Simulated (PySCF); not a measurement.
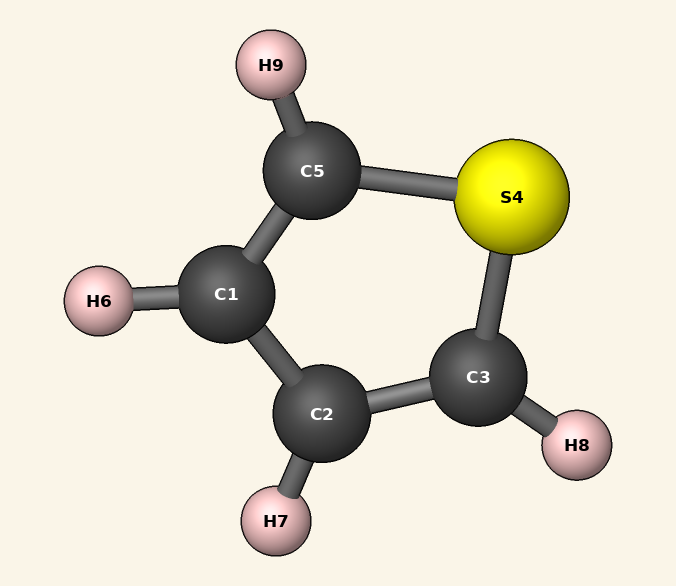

The geometry was computed by an optimisation with GFN2-xTB. No frequency run is at hand to confirm it as a minimum. Level of theory: GIAO PBE0/pcSseg-1 NMR shielding, non-relativistic, gas phase (PySCF 2.14.0). Principal shieldings σ11 ≤ σ22 ≤ σ33, span Ω = σ33 − σ11, skew κ = 3(σiso − σ22)/Ω.

Give the shielding tensors of the C atoms.

```csv
atom,σ11,σ22,σ33,σiso,Ω,κ
"C1, C2",−28.3,41.9,154.6,56.1,182.9,0.23
"C3, C5",−36.9,49.6,146.6,53.1,183.5,0.06
```

Shieldings and span in ppm.
